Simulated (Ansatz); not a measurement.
# Be: pressure series

The parent structure is Be in the bcc (W type) structure (space group Im-3m, No. 229; a = 2.493 Å; a cell from a computed database, its experimental status unchecked).

Cell and atoms are relaxed at each pressure.

Calculations: PBEsol (Ansatz, a quantum-chemistry and plane-wave program, PAW, without spin-orbit coupling).

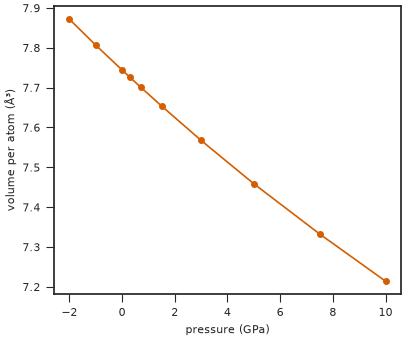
*Volume per atom against pressure*

Problem. From the plot, what is the volume per atom for pressure 7.5 GPa?

Solution. About 7.33 Å³.

Problem. Is the trend monotonic over the range shown?

Solution. Yes, it falls throughout, spanning 7.21 Å³ to 7.87 Å³.

Load acts through the strain it causes; cell and atoms are relaxed under it. Whether these cells are dynamically stable was not tested. Competing high-pressure phases were not computed. This is not the structure that Be has at room temperature and ambient pressure.
